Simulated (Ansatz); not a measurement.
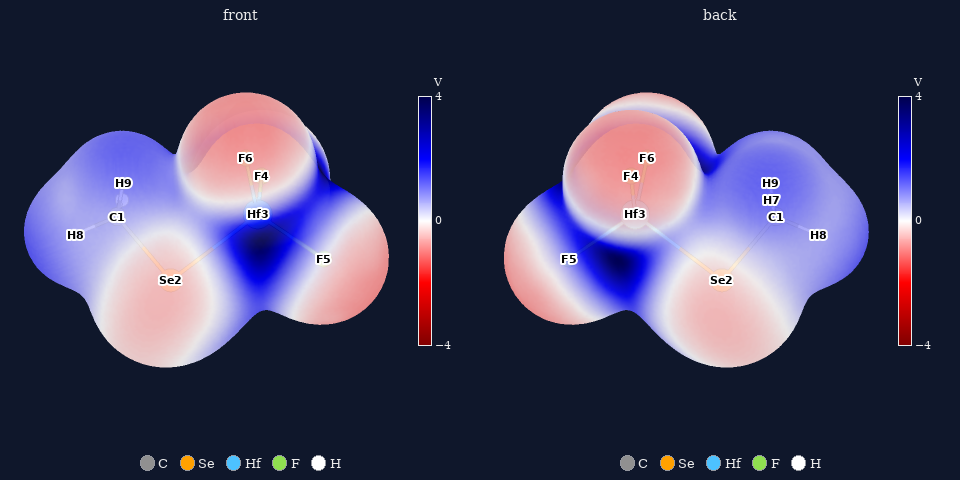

The picture shows: CH₃F₃HfSe. The electrostatic potential painted on the density surface at 0.002 e/bohr³, seen from the front and from behind; red is negative and blue positive.

Geometry: PBE0-D4/def2-TZVP; core potentials replace the inner electrons of Hf.

Theory: RKS PBE0-D4/def2-TZVPP (Ansatz).

The calculation's input:

```
crystal:
  periodic: [false, false, false]
  atoms:
    - {symbol: C, position_ang: [-0.063150, -1.284766, 1.084489]}
    - {symbol: Se, position_ang: [1.500897, -0.615935, 0.077917]}
    - {symbol: Hf, position_ang: [0.147558, 1.227835, -1.064636]}
    - {symbol: F, position_ang: [-1.252318, 0.416678, -2.058304]}
    - {symbol: F, position_ang: [1.310575, 2.236508, -2.169128]}
    - {symbol: F, position_ang: [-0.659862, 2.284977, 0.290717]}
    - {symbol: H, position_ang: [-0.763537, -1.773524, 0.410915]}
    - {symbol: H, position_ang: [0.327440, -2.011900, 1.793339]}
    - {symbol: H, position_ang: [-0.547613, -0.479873, 1.634681]}
basis:
  gaussian: {orbitals: def2-TZVPP}
hamiltonian: {xc: pbe0, dispersion: d4}
output: {orbitals: {seedname: orbitals}}
```

Launched as:

```sh
ansatz run in.yaml --threads 4 --pin off --events-out ev --progress --plain --max-ram 11315MiB
```

**Describe the electrostatic potential map.**

The most negative region (about −0.8 V) lies over F4, F5 and F6, the most positive (about +3.9 V) over Hf3.
